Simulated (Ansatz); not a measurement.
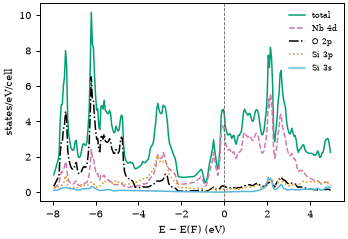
Figure. Total and projected density of states of NbSiO in space group P4/nmm (No. 129; Nb on 2c, Si on 2a, O on 2c), DFT-PBEsol in the program Ansatz with PAW potentials

**Question.** Which orbitals carry the states next to the Fermi level?

**Answer.** Within 0.5 eV of the Fermi level: Nb 4d 76 %, O 2p 8 %, Si 3p 6 %, outside the projected shells 5 %. Projections are on Löwdin-orthogonalised atomic valence shells; empty p or d shells of many metals are not among them.

**Question.** Where is the tallest occupied peak in this window, and what makes it?

**Answer.** Near -6.2 eV, about 10 states/eV per cell; the largest projected share is O 2p.

The start of the workflow was typed in or built on a structure type; neither database checked (COD, Materials Project) lists it. Its standing as an ambient phase is unchecked. The PBEsol relaxation kept the symmetry of its start; whether a distortion lowers the energy is not shown. The workflow began spin-polarised and lost its moments. Scalar-relativistic: spin–orbit coupling is off unless named, which matters more the heavier the elements.

Potentials: the later of the program's two PAW sets.
